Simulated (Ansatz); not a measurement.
# Alloy of AlN and SiC (9 of 48 Al sites, 9 of 48 N sites exchanged), 96 atoms, part 2 of 2

Ansatz 0.2.0, PAW.

### Step 3. r²SCAN single point

in.yaml reads:

```yaml
crystal:
  lattice:
    - [9.335562, 0.000000, 0.000000]
    - [0.000000, 10.780684, 0.000000]
    - [0.000000, 0.000000, 9.993452]
  atoms:
    - { symbol: Al, position: [0.167405, 0.083408, 0.249009] }
    - { symbol: Al, position: [0.169798, 0.079817, 0.746982] }
    - { symbol: Al, position: [0.001691, 0.327555, 0.249547] }
    - { symbol: Al, position: [0.998108, 0.333075, 0.750384] }
    - { symbol: Al, position: [0.499030, 0.087354, 0.245543] }
    - { symbol: Al, position: [0.501043, 0.083324, 0.750997] }
    - { symbol: Al, position: [0.331464, 0.331639, 0.250537] }
    - { symbol: Al, position: [0.330161, 0.331168, 0.743904] }
    - { symbol: Al, position: [0.166253, 0.584441, 0.250609] }
    - { symbol: Al, position: [0.164194, 0.583497, 0.750109] }
    - { symbol: Al, position: [0.997154, 0.834581, 0.240485] }
    - { symbol: Al, position: [0.999587, 0.836762, 0.751556] }
    - { symbol: Al, position: [0.834083, 0.086548, 0.251829] }
    - { symbol: Al, position: [0.671415, 0.335166, 0.751275] }
    - { symbol: Al, position: [0.500521, 0.583769, 0.250971] }
    - { symbol: Al, position: [0.338221, 0.832726, 0.746406] }
    - { symbol: Al, position: [0.831834, 0.585199, 0.248978] }
    - { symbol: Al, position: [0.833292, 0.583999, 0.747164] }
    - { symbol: Al, position: [0.663053, 0.835329, 0.750719] }
    - { symbol: Al, position: [0.999910, 0.167551, 0.499027] }
    - { symbol: Al, position: [0.001730, 0.165872, 0.988773] }
    - { symbol: Al, position: [0.163151, 0.414667, 0.502389] }
    - { symbol: Al, position: [0.162864, 0.414981, 0.000480] }
    - { symbol: Al, position: [0.668294, 0.167037, 0.497266] }
    - { symbol: Al, position: [0.668255, 0.170917, 0.997714] }
    - { symbol: Al, position: [0.498623, 0.415819, 0.500242] }
    - { symbol: Al, position: [0.500937, 0.411881, 0.996927] }
    - { symbol: Al, position: [0.335021, 0.663729, 0.501761] }
    - { symbol: Al, position: [0.331475, 0.668391, 0.997086] }
    - { symbol: Al, position: [0.167906, 0.914995, 0.498898] }
    - { symbol: Al, position: [0.173662, 0.916362, 0.998922] }
    - { symbol: Al, position: [0.837333, 0.417502, 0.498671] }
    - { symbol: Al, position: [0.835851, 0.417273, 0.002038] }
    - { symbol: Al, position: [0.662962, 0.666706, 0.496082] }
    - { symbol: Al, position: [0.668068, 0.669624, 0.994309] }
    - { symbol: Al, position: [0.500503, 0.918816, 0.497067] }
    - { symbol: Al, position: [0.499553, 0.916878, 0.998629] }
    - { symbol: Al, position: [0.831723, 0.917573, 0.498410] }
    - { symbol: Al, position: [0.827875, 0.917072, 0.997262] }
    - { symbol: Si, position: [0.833686, 0.084348, 0.744080] }
    - { symbol: Si, position: [0.666283, 0.335541, 0.250765] }
    - { symbol: Si, position: [0.501407, 0.581688, 0.750471] }
    - { symbol: Si, position: [0.335695, 0.829925, 0.255973] }
    - { symbol: Si, position: [0.665036, 0.831015, 0.250809] }
    - { symbol: Si, position: [0.332725, 0.166557, 0.498579] }
    - { symbol: Si, position: [0.334307, 0.165097, 0.999801] }
    - { symbol: Si, position: [0.000502, 0.667561, 0.498385] }
    - { symbol: Si, position: [0.000348, 0.668474, 0.001030] }
    - { symbol: C, position: [0.001584, 0.162075, 0.180567] }
    - { symbol: C, position: [0.996203, 0.162345, 0.697162] }
    - { symbol: C, position: [0.664955, 0.673854, 0.190421] }
    - { symbol: C, position: [0.657689, 0.663548, 0.692781] }
    - { symbol: C, position: [0.493971, 0.089058, 0.945673] }
    - { symbol: C, position: [0.331994, 0.325651, 0.444408] }
    - { symbol: C, position: [0.001002, 0.827438, 0.947379] }
    - { symbol: C, position: [0.832182, 0.081962, 0.440726] }
    - { symbol: C, position: [0.334960, 0.829493, 0.434764] }
    - { symbol: N, position: [0.333309, 0.167195, 0.179084] }
    - { symbol: N, position: [0.336417, 0.164931, 0.678596] }
    - { symbol: N, position: [0.168954, 0.421416, 0.188893] }
    - { symbol: N, position: [0.164965, 0.419496, 0.694279] }
    - { symbol: N, position: [0.001434, 0.663440, 0.181585] }
    - { symbol: N, position: [0.001399, 0.668826, 0.676765] }
    - { symbol: N, position: [0.663570, 0.180697, 0.192166] }
    - { symbol: N, position: [0.671008, 0.166803, 0.691752] }
    - { symbol: N, position: [0.507870, 0.412440, 0.189347] }
    - { symbol: N, position: [0.500232, 0.421713, 0.696523] }
    - { symbol: N, position: [0.331832, 0.672790, 0.189289] }
    - { symbol: N, position: [0.339469, 0.657619, 0.696503] }
    - { symbol: N, position: [0.181660, 0.910031, 0.193341] }
    - { symbol: N, position: [0.169251, 0.911909, 0.689016] }
    - { symbol: N, position: [0.823310, 0.414415, 0.195162] }
    - { symbol: N, position: [0.833491, 0.418559, 0.687650] }
    - { symbol: N, position: [0.499575, 0.910726, 0.196902] }
    - { symbol: N, position: [0.501011, 0.919999, 0.686119] }
    - { symbol: N, position: [0.816741, 0.915010, 0.190625] }
    - { symbol: N, position: [0.829969, 0.922641, 0.692638] }
    - { symbol: N, position: [0.178490, 0.084652, 0.442422] }
    - { symbol: N, position: [0.180960, 0.085898, 0.939427] }
    - { symbol: N, position: [0.999480, 0.337359, 0.438913] }
    - { symbol: N, position: [0.998448, 0.337530, 0.940009] }
    - { symbol: N, position: [0.491191, 0.089892, 0.439270] }
    - { symbol: N, position: [0.329920, 0.325595, 0.941189] }
    - { symbol: N, position: [0.155955, 0.587108, 0.443759] }
    - { symbol: N, position: [0.157713, 0.586054, 0.942987] }
    - { symbol: N, position: [0.997710, 0.822029, 0.438007] }
    - { symbol: N, position: [0.828839, 0.082792, 0.926298] }
    - { symbol: N, position: [0.667873, 0.339006, 0.430104] }
    - { symbol: N, position: [0.670939, 0.338526, 0.939242] }
    - { symbol: N, position: [0.497243, 0.578467, 0.438959] }
    - { symbol: N, position: [0.494859, 0.578398, 0.931912] }
    - { symbol: N, position: [0.337425, 0.830660, 0.937262] }
    - { symbol: N, position: [0.845243, 0.588841, 0.441666] }
    - { symbol: N, position: [0.846375, 0.585485, 0.942446] }
    - { symbol: N, position: [0.666863, 0.833383, 0.429839] }
    - { symbol: N, position: [0.662500, 0.835212, 0.938569] }
  symmetry: { detect: false }
kpoints:
  mp_grid: { grid: [1, 1, 1], shift: [0.25, 0.25, 0.25] }
hamiltonian:
  xc: r2scan
scf:
  occupations: { method: fermi_dirac, width: 0.01 }
output:
  forces: true
  eigenvalues: true
  populations: true
  eigenstates: { kpoints: [[0.25, 0.25, 0.25]], e_range: [-6.0, 6.0], localisation: true }
  write_density: true
  write_potential: true
  elf: true
  volumetric_format: npy
```

Run with:

```
$ ansatz run in.yaml --threads 2 --pin off --max-ram 30400MiB --runs-dir r --events-out ev --progress --plain --backend cuda --devices 0, --max-vram 18GiB
```

Output:

```text
Pseudopotentials: kind: paw
Functional definition: r2SCAN
  parameter k0 = 0.174
  parameter k1 = 0.065
  parameter a1 = 4.9479
  exchange = r2scan_x(k0 = k0, k1 = k1, a1 = a1)
  correlation = r2scan_c
Crystal: 96 atoms, lattice volume = 1005.778 Å³
Basis set: ecut = 500 eV, 25505 PW (Γ), exchange–correlation on 288×320×300 points (64 copies of the dense FFT grid, shifted against one another)
Bands: 288, of which v1, the nominal top of the filled ones, is band 192 counted from 1 (191 counted from 0)
Symmetry: 1 space group operations
k-points: 1
Non-local potential: Al, projectors of the file, l = 0: 2, l = 1: 2, l = 2: 1
Non-local potential: Si, projectors of the file, l = 0: 2, l = 1: 2, l = 2: 2
Non-local potential: C, projectors of the file, l = 0: 2, l = 1: 2, l = 2: 1
Non-local potential: N, projectors of the file, l = 0: 2, l = 1: 2, l = 2: 1
PAW form: soft (Blöchl's): semilocal exchange-correlation on the pseudo side does not see the compensation charge
PAW frozen core: Al, regenerated for the run's functional (the file was generated under x = pbe(κ = 0.804, μ = 0.2195149727645171), c = pbe(β = 0.06672455060314922))
PAW frozen core: Si, regenerated for the run's functional (the file was generated under x = pbe(κ = 0.804, μ = 0.2195149727645171), c = pbe(β = 0.06672455060314922))
PAW frozen core: C, regenerated for the run's functional (the file was generated under x = pbe(κ = 0.804, μ = 0.2195149727645171), c = pbe(β = 0.06672455060314922))
PAW frozen core: N, regenerated for the run's functional (the file was generated under x = pbe(κ = 0.804, μ = 0.2195149727645171), c = pbe(β = 0.06672455060314922))
PAW one-centre angular grid: Al, 302 points (default); XC on 160 Gauss nodes
PAW one-centre angular grid: Si, 302 points (default); XC on 160 Gauss nodes
PAW one-centre angular grid: C, 302 points (default); XC on 239 of its mesh's 2573 points in the sphere
PAW one-centre angular grid: N, 302 points (default); XC on 160 Gauss nodes
Initial density: superposition of atomic densities (neutral atoms: chi_scale 0, normalization atom), corrected by the library's trained network
Initial wavefunctions: pseudopotential atomic-orbital guess
Functional: x = r2scan, c = r2scan; τ floored in thin density (d = 2e-4 eV/Å³)
SCF iter   1: F=—  HF=-44219.883244 eV  |F-HF|=—  |Δ(HF+E_count)|=         —  Δρ=7.11e-3  dr2=6.67e-1  dr2_τ=7.93e0  ethr=1.77e-3  ⟨swp⟩=6.0  Hψ=1297  notcnv=0  defer=47
preconditioner: auto → Resta (q_TF=auto, 2.324 Å⁻¹)  ε∞=3.7  [insulator: Δε(μ)=4.118 eV  Ē_g=13.907 eV  σ=0.010 eV  W_gap=1.00  n_scr=218 (ndim 8)  ℏωp=22.9 eV  f_vac=0.000  D(μ)=0.00/eV (n_scr^D=0)  ε∞_Penn≈3.7]
SCF iter   2: F=—  HF=-44222.971667 eV  |F-HF|=—  |Δ(HF+E_count)|=    3.09e0  Δρ=5.13e-3  dr2=2.31e-1  dr2_τ=5.56e-3  ethr=1.74e-4  ⟨swp⟩=3.0  Hψ=538  notcnv=0  defer=89
SCF iter   3: F=—  HF=-44222.939136 eV  |F-HF|=—  |Δ(HF+E_count)|=   3.25e-2  Δρ=1.28e-3  dr2=1.53e-2  dr2_τ=2.61e-3  ethr=6.00e-5  ⟨swp⟩=2.0  Hψ=397  notcnv=0  defer=89
SCF iter   4: F=—  HF=-44222.936917 eV  |F-HF|=—  |Δ(HF+E_count)|=   2.22e-3  Δρ=4.59e-4  dr2=2.02e-3  dr2_τ=5.22e-4  ethr=3.99e-6  ⟨swp⟩=3.0  Hψ=399  notcnv=0  defer=89
SCF iter   5: F=—  HF=-44222.937746 eV  |F-HF|=—  |Δ(HF+E_count)|=   8.30e-4  Δρ=1.41e-4  dr2=2.11e-4  dr2_τ=7.51e-6  ethr=5.25e-7  ⟨swp⟩=2.0  Hψ=390  notcnv=0  defer=89
SCF iter   6: F=—  HF=-44222.937751 eV  |F-HF|=—  |Δ(HF+E_count)|=   4.85e-6  Δρ=4.38e-5  dr2=1.93e-5  dr2_τ=1.51e-6  ethr=5.48e-8  ⟨swp⟩=2.0  Hψ=345  notcnv=0  defer=89
SCF iter   7: F=—  HF=-44222.937610 eV  |F-HF|=—  |Δ(HF+E_count)|=   1.42e-4  Δρ=1.13e-5  dr2=1.32e-6  dr2_τ=2.10e-7  ethr=5.03e-9  ⟨swp⟩=2.0  Hψ=445  notcnv=0  defer=89
SCF iter   8: F=-44222.937610 eV  HF=-44222.937610 eV  |F-HF|=1.23e-8  |Δ(HF+E_count)|=   7.34e-9  Δρ=2.45e-6  dr2=4.60e-8  dr2_τ=6.67e-9  ethr=2.60e-11  ⟨swp⟩=17.0  Hψ=2633  notcnv=0
SCF 1 converged in 8 iterations: F = -44222.937610 eV  dr2 = 4.60e-8
NSCF: frozen V_eff on 1 k-points
SCF converged after 8 iterations
Free energy (F): -44222.937610 eV
Harris-Foulkes:  -44222.937610 eV  (|F-HF|=1.23e-8)
Internal energy: -44222.937610 eV  (E = F + TS)
E sigma→0 (E₀):  -44222.937610 eV
Fermi energy:    10.542190 eV
--- Per-component energies (eV) ---
  E_band       = 633.243749
  E_kinetic    = 7482.491629
  E_local      = -9979.282037  (includes V_loc(G=0)·N_el)
  E_nonlocal   = 2562.910996
  E_hartree    = 3487.858743
  E_xc         = -4763.583961
  E_vxc        = -5710.409306  (∫ρ·V_xc dr)
  E_paw        = -29076.508232  (= ΣΔE_a)
  E_vpaw       = -997.765015  (= ΣTr[D̂ρ^β])
  E_aug_tail   = 0.000783  (compensation charges beyond the density's cutoff)
  E_vtau       = 299.582098  (kinetic-family band-sum trace: ∫τ·v_τ [+ j·A + Jᵃ·Aᵃ] dr)
  E_ewald      = -13932.417438
  E_core_change = -4.408093  (= ΣΔE_core)
  E_smearing   = -0.000000  (= −TS)
  E_closure    = -0.000000  (closes the sum)
  Σ components = -44222.937610   (vs F -44222.937610, Δ=0.00e0)
--- Forces (eV/Å), atoms counted from 1 ---
  atom   1  Al    -0.03194210     0.03378291    -0.04000625
  atom   2  Al    -0.04584399     0.00340280    -0.00705241
  atom   3  Al    -0.00087243    -0.04522325     0.01603813
  atom   4  Al    -0.00169864    -0.01991262     0.02538017
  atom   5  Al    -0.02174634     0.02434693     0.01066392
  atom   6  Al     0.00077059    -0.02697334    -0.01502387
  atom   7  Al    -0.02143090     0.00194033     0.00972976
  atom   8  Al    -0.01890072     0.02709779    -0.00226134
  atom   9  Al    -0.02337656    -0.02095087    -0.03698004
  atom  10  Al     0.03061733    -0.04499890    -0.01494032
  atom  11  Al     0.00796538    -0.04992467     0.00878141
  atom  12  Al     0.03333455     0.01127585     0.00261939
  atom  13  Al     0.06244744     0.02041541     0.06970829
  atom  14  Al     0.02814486     0.01389041     0.02040499
  atom  15  Al     0.04456094     0.03717103     0.03419153
  atom  16  Al    -0.00947661     0.03213374     0.03139557
  atom  17  Al    -0.01808241     0.01839902    -0.00614779
  atom  18  Al    -0.03742094    -0.01641780    -0.02292307
  atom  19  Al    -0.02784462    -0.00147213     0.02663060
  atom  20  Al    -0.08473313    -0.02473438     0.01453582
  atom  21  Al     0.00278406     0.03413419     0.08709453
  atom  22  Al    -0.02495763    -0.04393828     0.00124889
  atom  23  Al    -0.04224706    -0.01540860     0.03490725
  atom  24  Al     0.08001211    -0.05210683    -0.02320960
  atom  25  Al    -0.03795368     0.00068120    -0.02539367
  atom  26  Al    -0.02511351     0.04314068    -0.04307518
  atom  27  Al     0.03411680     0.01911840    -0.00197219
  atom  28  Al     0.03135789     0.02714445    -0.03279379
  atom  29  Al     0.00221773     0.04514042    -0.00547392
  atom  30  Al     0.06891984    -0.01440995     0.02677195
  atom  31  Al     0.02160492    -0.05126955     0.00522633
  atom  32  Al     0.05410219    -0.01881064     0.00841170
  atom  33  Al     0.00728871    -0.02377422    -0.02474671
  atom  34  Al    -0.01801092    -0.00199347     0.02490293
  atom  35  Al     0.00362967     0.06323821     0.03277714
  atom  36  Al    -0.04505715    -0.03274650     0.02272263
  atom  37  Al     0.00871595    -0.02004504    -0.04723920
  atom  38  Al    -0.02419451     0.08950836    -0.03466044
  atom  39  Al    -0.03342037    -0.04194902    -0.01274296
  atom  40  Si     0.08523788     0.03530170     0.07037833
  atom  41  Si     0.02767855    -0.01693091     0.00430836
  atom  42  Si     0.02992087     0.03368109     0.02213466
  atom  43  Si    -0.06212057     0.02132904     0.08704608
  atom  44  Si     0.05114253    -0.04565798     0.01405648
  atom  45  Si    -0.00709008     0.04509366     0.00539119
  atom  46  Si     0.03642194    -0.05251867    -0.00991996
  atom  47  Si    -0.01737688     0.00118887     0.01177473
  atom  48  Si    -0.01709431     0.04024554     0.00105215
  atom  49  C      0.01154975     0.00604117     0.03806126
  atom  50  C     -0.02107550    -0.00695502     0.00231628
  atom  51  C      0.00325512     0.00472055     0.02271671
  atom  52  C     -0.00625532    -0.03117372     0.00476399
  atom  53  C     -0.03504060     0.02027457    -0.01429891
  atom  54  C      0.01593010    -0.00902777    -0.01256132
  atom  55  C     -0.00133705    -0.03598264    -0.02227570
  atom  56  C     -0.03211331    -0.00976371    -0.03599743
  atom  57  C      0.00162209    -0.00536025    -0.05014387
  atom  58  N      0.02462993    -0.00311013    -0.00660486
  atom  59  N      0.00158270    -0.00243897     0.00004736
  atom  60  N      0.00816079     0.01368613    -0.02451199
  atom  61  N      0.00643892     0.01117253    -0.00324668
  atom  62  N      0.01014031    -0.00380482    -0.01195491
  atom  63  N      0.01118852    -0.02419032    -0.02540085
  atom  64  N     -0.02976186     0.03007414     0.00393424
  atom  65  N     -0.00943609     0.00921591    -0.00927820
  atom  66  N      0.01699482    -0.01502463    -0.00012515
  atom  67  N     -0.00470506    -0.01130466    -0.01828525
  atom  68  N     -0.01576865    -0.01738999     0.00524904
  atom  69  N     -0.01788812    -0.01069352    -0.02650155
  atom  70  N      0.00393065     0.00032717    -0.01298745
  atom  71  N     -0.00503240     0.02092747    -0.00688385
  atom  72  N     -0.04381230     0.00688481    -0.02828426
  atom  73  N     -0.00964540     0.00358386     0.00402398
  atom  74  N      0.01036328    -0.00141635    -0.00611056
  atom  75  N      0.00564391    -0.00356019     0.00962290
  atom  76  N     -0.00425981    -0.03175107    -0.00702084
  atom  77  N      0.00260902     0.00751516    -0.01119426
  atom  78  N      0.04696768     0.00007250    -0.00580467
  atom  79  N      0.02632597     0.00214445    -0.00903480
  atom  80  N      0.00006760     0.04091886     0.01735403
  atom  81  N      0.01898062     0.03505514    -0.00340499
  atom  82  N     -0.01647529    -0.00714225     0.00081461
  atom  83  N      0.00805045     0.00649686     0.00369146
  atom  84  N     -0.03186126     0.02696872    -0.01145243
  atom  85  N      0.01330833     0.00540396    -0.02710662
  atom  86  N     -0.00070013    -0.04316990     0.02989145
  atom  87  N     -0.01210741    -0.00082556     0.01080124
  atom  88  N     -0.01107259     0.00732009    -0.02253455
  atom  89  N     -0.01440012    -0.00682650    -0.01883023
  atom  90  N     -0.00706604    -0.00663502    -0.01974865
  atom  91  N     -0.01394591    -0.01606030    -0.01809396
  atom  92  N     -0.00266701    -0.01220172     0.01413523
  atom  93  N      0.03774278    -0.00032382    -0.00558846
  atom  94  N      0.00886424    -0.00074988     0.00231238
  atom  95  N     -0.00387302     0.00633613    -0.00489339
  atom  96  N      0.00106074     0.01112249    -0.01464505
  max |Σ_I F_I| component: 1.35e-3 eV/Å
--- Band table (eV) ---
  k-point 0: bands = [... 180 lower levels ..., "7.2945", "7.3197", "7.3674", "7.3848", "7.4612", "7.5114", "7.6261", "7.6980", "7.7393", "7.7723", "8.3165", "8.5958", "12.4886", "12.5899", "12.7071", "12.7871", "12.8289", "12.8791", "12.9604", "13.0591", "13.1458", "13.2357", "13.2875", "13.3498", ... 84 higher levels ...]
--- Löwdin populations: 96 sites ---
  site symbol       q [e]
     0     Al      1.9280
     1     Al      1.9109
     2     Al      1.9137
     3     Al      1.9086
     4     Al      1.8440
     5     Al      1.9115
     6     Al      1.9122
     7     Al      1.8457
     8     Al      1.8556
     9     Al      1.8546
    10     Al      1.8399
    11     Al      1.9092
    12     Al      1.9901
    13     Al      1.8503
    14     Al      1.9108
    15     Al      1.8407
    16     Al      1.9140
    17     Al      1.9122
    18     Al      1.9077
    19     Al      1.9518
    20     Al      1.9068
    21     Al      1.9060
    22     Al      1.8567
    23     Al      1.9209
    24     Al      1.9062
    25     Al      1.9139
    26     Al      1.8549
    27     Al      1.9034
    28     Al      1.8539
    29     Al      1.8988
    30     Al      1.9055
    31     Al      1.8464
    32     Al      1.8510
    33     Al      1.9004
    34     Al      1.8964
    35     Al      1.8937
    36     Al      1.9109
    37     Al      1.9230
    38     Al      1.9032
    39     Si      2.6291
    40     Si      2.5519
    41     Si      2.6382
    42     Si      2.6414
    43     Si      2.6328
    44     Si      2.6289
    45     Si      2.6306
    46     Si      2.5604
    47     Si      2.6368
    48      C      5.3078
    49      C      5.2509
    50      C      5.2628
    51      C      5.2467
    52      C      5.2612
    53      C      5.2627
    54      C      5.2471
    55      C      5.3381
    56      C      5.2834
    57      N      6.0375
    58      N      6.0304
    59      N      6.0737
    60      N      6.0845
    61      N      6.0362
    62      N      6.0205
    63      N      6.0154
    64      N      6.0157
    65      N      6.0126
    66      N      6.0176
    67      N      6.0186
    68      N      6.0207
    69      N      6.0090
    70      N      6.0775
    71      N      6.0133
    72      N      6.0843
    73      N      5.9625
    74      N      6.0840
    75      N      6.0099
    76      N      6.0157
    77      N      6.0148
    78      N      6.0221
    79      N      6.0889
    80      N      6.0929
    81      N      6.0193
    82      N      6.0161
    83      N      6.0159
    84      N      6.0227
    85      N      6.0058
    86      N      6.0212
    87      N      6.0201
    88      N      6.0951
    89      N      6.0881
    90      N      6.0201
    91      N      6.0902
    92      N      6.0185
    93      N      6.0153
    94      N      6.0296
    95      N      6.0976
  spilling = 0.009615 (of n_electrons = 384.000000)
```

It took 12 s on 1 × NVIDIA H100 80GB HBM3 with 2 threads of AMD EPYC 7R13, shared host; peak host memory 2.6 GiB.

At the single k point (¼, ¼, ¼) the filled levels end at 8.596 eV and the empty ones begin at 12.489 eV, a spacing of 3.89 eV.

Frontier states and how far they spread:

| level (eV) | spin | filling | atoms sharing it | main element | its share | largest atom |
| --- | --- | --- | --- | --- | --- | --- |
| -0.28 | both | 2.00 | 7.8 | C | 0.57 | C56 (0.28) |
| 0.00 | both | 2.00 | 6.9 | C | 0.59 | C56 (0.31) |
| 3.89 | both | 0.00 | 73.4 | Al | 0.41 | – |
| 3.99 | both | 0.00 | 77.2 | Al | 0.41 | – |
| 4.11 | both | 0.00 | 77.0 | Al | 0.41 | – |
| 4.19 | both | 0.00 | 70.3 | Al | 0.44 | – |
| 4.23 | both | 0.00 | 77.9 | Al | 0.44 | – |
| 4.28 | both | 0.00 | 82.7 | Al | 0.44 | – |

The largest force by r²SCAN is 0.12 eV/Å, on Si40: the geometry is not this level's minimum.

### Step 4. Summary of results

This closing draws on all 2 parts. Changes of volume or cell count from the first structure of part 1.

```
             level        time  top filled to lowest empty (eV)
PBEsol, relaxation  20 s (GPU)                             3.32
            r²SCAN  12 s (GPU)                             3.89
```

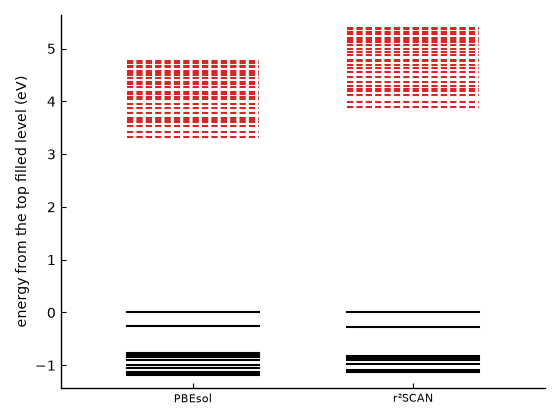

Levels near the gap by PBEsol, r²SCAN: filled black, empty red and dashed.

| quantity | value |
| --- | --- |
| relaxation | 6 recorded steps, 6.52 eV gained |
| largest shift | 0.16 Å (N76 and others alike) |
| relaxed cell | a = 9.336 Å, b = 10.781 Å, c = 9.993 Å, α = 90.00°, β = 90.00°, γ = 90.00° |
| mean bonds | Al–C 1.924, Al–N 1.919, C–Si 1.794, N–Si 1.801 Å |

The relaxation lowers the energy by 6.52 eV; the largest shift is 0.16 Å (N76 and others alike), while the volume changes by +0.4 %. The mean lengths of the listed bonds run from C–Si 1.79 Å to Al–C 1.92 Å. With one k point the spacing samples only the states that fold onto it, so it can exceed the gap over the zone.
